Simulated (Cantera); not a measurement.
Input: 1 mol PbS, 3.8 mol H2, 73 mol N2, 0.00032 mol NH3, held at 2.40 Torr.

These are equilibrium values from Cantera (NASA tables, ideal gas, pure condensed phases), not measurements of a reactor. Candidate condensed phases: Pb, PbS, S; 18 gas species. Gases not in the tables: S3 to S7. Kinetics and transport are ignored.

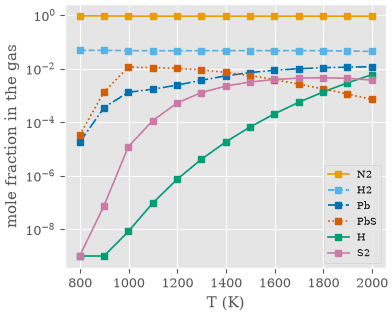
Fig. 1. Equilibrium gas composition (values under 1e-9 drawn at 1e-9)

At 798 K the condensed part is Pb(l) + PbS(s). At 898 K the condensed part is PbS(s). From 998 K to 1998 K nothing is condensed. The main Pb-bearing gas is PbS at 798 K and Pb at 1998 K.
